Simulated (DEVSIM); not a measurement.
System: Pt/Al2O3/p-Si capacitor, at 300 K.

```
layer (left to right)  material  thickness (nm)  Na (cm⁻³)
---------------------  --------  --------------  ---------
1                         Al2O3            3.60          -
2                            Si            4700     1.5e16
```

Metal gate on the left, work function 5.6 eV. Fixed charge at the semiconductor interface 0 cm⁻² (in units of +e); no interface traps.

Constants are typed, rounded textbook-type inputs, not results; the design itself was drawn at random and stands for no fabricated device. Values at 300 K.

```
parameter      Al2O3       Si
-------------  -----  -------
gap (eV)         6.8    1.124
affinity (eV)   1.35     4.05
permittivity       9     11.7
Nc (cm⁻³)          -  2.86e19
Nv (cm⁻³)          -   3.1e19
```

Model (solved in DEVSIM): 1D Poisson equation in equilibrium, Boltzmann statistics, complete ionisation; no quantum confinement or tunnelling. Metal contacts follow the ideal Schottky-Mott rule: no Fermi-level pinning, no interface dipoles.

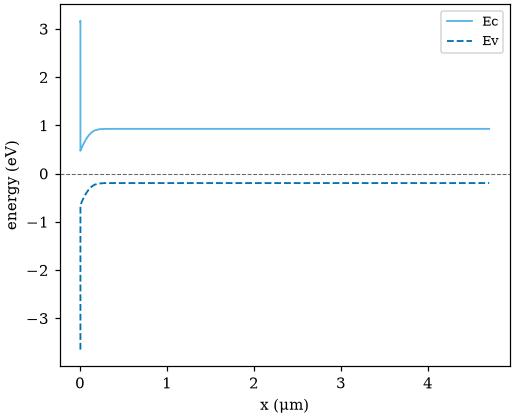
Figure. Band edges at 1.1 V on the gate

Energies count from the Fermi level of the right contact; mesh points crowd at the junctions.

| x (μm) | Ec (eV) | Ev (eV) | n (cm⁻³) | p (cm⁻³) | field (V/cm) |
|---|---|---|---|---|---|
| 0.000 | 3.150 | -3.650 | < 1e2 | < 1e2 | 58000 |
| 0.001046 | 3.156 | -3.644 | < 1e2 | < 1e2 | 58000 |
| 0.002316 | 3.163 | -3.637 | < 1e2 | < 1e2 | 58000 |
| 0.003375 | 3.170 | -3.630 | < 1e2 | < 1e2 | 58000 |
| 0.005147 | 0.478 | -0.646 | 2.7e11 | 4.3e8 | 44000 |
| 0.008342 | 0.492 | -0.632 | 1.6e11 | 7.4e8 | 44000 |
| 0.01488 | 0.520 | -0.604 | 5.3e10 | 2.2e9 | 42000 |
| 0.03800 | 0.611 | -0.513 | 1.6e9 | 7.4e10 | 37000 |
| 0.07738 | 0.737 | -0.387 | 1.2e7 | 9.9e12 | 28000 |
| 0.1658 | 0.893 | -0.231 | 29000 | 4.0e15 | 8400 |
| 0.3586 | 0.927 | -0.197 | 7800 | 1.5e16 | 40 |
| 0.9868 | 0.927 | -0.197 | 7700 | 1.5e16 | ≈ 0 |
| 2.148 | 0.927 | -0.197 | 7700 | 1.5e16 | ≈ 0 |
| 3.511 | 0.927 | -0.197 | 7700 | 1.5e16 | ≈ 0 |
| 4.273 | 0.927 | -0.197 | 7700 | 1.5e16 | ≈ 0 |
| 4.507 | 0.927 | -0.197 | 7700 | 1.5e16 | ≈ 0 |
| 4.614 | 0.927 | -0.197 | 7700 | 1.5e16 | ≈ 0 |
| 4.663 | 0.927 | -0.197 | 7700 | 1.5e16 | ≈ 0 |
| 4.690 | 0.927 | -0.197 | 7700 | 1.5e16 | ≈ 0 |
| 4.698 | 0.927 | -0.197 | 7700 | 1.5e16 | ≈ 0 |
| 4.702 | 0.927 | -0.197 | 7700 | 1.5e16 | ≈ 0 |
| 4.704 | 0.927 | -0.197 | 7700 | 1.5e16 | ≈ 0 |
